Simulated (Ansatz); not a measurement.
# BH2Br (SMILES [H]B([H])Br): HSE06/STO-3G

Aim: the vertical singlet–triplet gap of BH2Br at HSE06/STO-3G, from 2 runs. 

The results are computed with Ansatz 0.2.0.

51 further runs of the same task are left out: 2 that didn't finish, 49 set aside as unsound or not needed.

### 1 The structure to begin with

BH2Br has 4 atoms, charge 0, and is taken as a singlet. SMILES: `[H]B([H])Br`. The coordinates come from a GFN2-xTB relaxation.

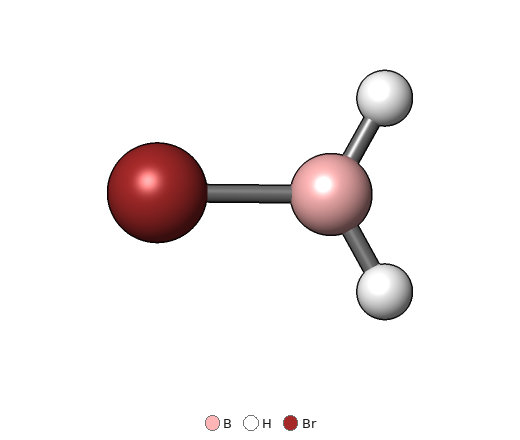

Viewed from a chosen angle; boron pink, hydrogen white, bromine red.

### 2 The energy at HSE06/STO-3G

Contents of in.yaml:

```yaml
basis:
  gaussian: {orbitals: STO-3G}
crystal:
  periodic: [false, false, false]
  atoms:
    - symbol: B
      position_ang: [0.091040, 0.150920, -0.000430]
    - symbol: H
      position_ang: [1.259830, 0.109070, 0.015270]
    - symbol: H
      position_ang: [-0.490130, 1.165750, -0.019120]
    - symbol: Br
      position_ang: [-0.860740, -1.425740, 0.004280]
accuracy: high
hamiltonian: {xc: {name: HSE06}}
```

Launch:

```
ansatz run in.yaml --threads 1 --pin off --max-ram 2610MiB --events-out events.jsonl --progress --plain --runs-dir runs
```

Standard output:

```text
Warning: RAYON_NUM_THREADS=1 ignored (pool sized by the plan → 1); use --threads N
Functional definition: HSE06
  name "HSE06"
  parameter a = 0.25
  parameter omega = 0.11/bohr
  exchange = pbe_x - a*pbe_x_sr(omega) + a*exact_x_sr(omega)
  correlation = pbe_c
344 factors; integrals over basis functions are off by at most 1.9e-8 eV
51 factors; integrals over basis functions are off by at most 1.1e-9 eV
mean field evaluation 1: about -69973.6706 eV, gradient 1.0e1 eV
mean field evaluation 2: about -69973.5021 eV, gradient 1.2e1 eV
mean field evaluation 4: about -69974.0647 eV, gradient 8.2e-2 eV
mean field evaluation 8: about -69974.0396 eV, gradient 6.0e-5 eV
mean field -69974.03959251 eV, -2571.4985249171 hartree, gradient 1.5e-8 eV, S^2 0.000000; 0 other end points of the search recorded, 0 dependent functions left out
reference -69974.03959402 eV, -2571.4985249725 hartree; 21, 21 occupied and 4, 4 virtual orbitals, 344 factors
Total energy: -69974.03959402 eV, -2571.4985249725 hartree
```

Run time: 1.4 s. Hardware: 1 thread of Arm Neoverse V1, shared host; peak memory 0.092 GiB.

### 3 The triplet at the same level

Contents of job.yaml:

```yaml
crystal:
  periodic: [false, false, false]
  atoms:
    - {symbol: B, position_ang: [0.091040, 0.150920, -0.000430]}
    - {symbol: H, position_ang: [1.259830, 0.109070, 0.015270]}
    - {symbol: H, position_ang: [-0.490130, 1.165750, -0.019120]}
    - {symbol: Br, position_ang: [-0.860740, -1.425740, 0.004280]}
basis:
  gaussian:
    orbitals: STO-3G
total_charge: 0
magnetization:
  spin_polarized: true
  initial_magnetization: 2
hamiltonian:
  xc: hse06
accuracy: high
```

Launch:

```
ansatz run job.yaml --threads 1 --pin off --max-ram 2610MiB --events-out events.jsonl --progress --plain --runs-dir runs
```

Standard output:

```text
Warning: RAYON_NUM_THREADS=1 ignored (pool sized by the plan → 1); use --threads N
Functional definition: HSE06
  name "HSE06"
  parameter a = 0.25
  parameter omega = 0.11/bohr
  exchange = pbe_x - a*pbe_x_sr(omega) + a*exact_x_sr(omega)
  correlation = pbe_c
344 factors; integrals over basis functions are off by at most 1.9e-8 eV
51 factors; integrals over basis functions are off by at most 1.1e-9 eV
mean field evaluation 1: about -69967.8178 eV, gradient 1.0e1 eV
mean field evaluation 2: about -69966.8680 eV, gradient 1.2e1 eV
mean field evaluation 4: about -69968.9982 eV, gradient 1.3e-1 eV
mean field evaluation 8: about -69968.9824 eV, gradient 1.4e-3 eV
mean field evaluation 16: about -69968.9824 eV, gradient 1.3e-7 eV
mean field -69968.98239846 eV, -2571.3126764636 hartree, gradient 1.5e-8 eV, S^2 2.001578; 2 other end points of the search recorded, 0 dependent functions left out
reference -69968.98239999 eV, -2571.3126765198 hartree; 22, 20 occupied and 3, 5 virtual orbitals, 344 factors
Total energy: -69968.98239999 eV, -2571.3126765198 hartree
```

Run time: 2.7 s. Hardware: 1 thread of Arm Neoverse V1, shared host; peak memory 0.13 GiB.

### 4 Outcome

Level: HSE06/STO-3G.

| quantity | value |
| --- | --- |
| singlet: total energy | -2571.49852 Eh |
| triplet: total energy | -2571.31268 Eh |
| triplet: ⟨S²⟩ | 2.002 |
| vertical energy of the triplet above the singlet | 5.057 eV |

**Reading.** At this shape the triplet lies 5.06 eV (117 kcal/mol) above the singlet. In a minimal basis such a difference can be off by several eV, whatever the method.
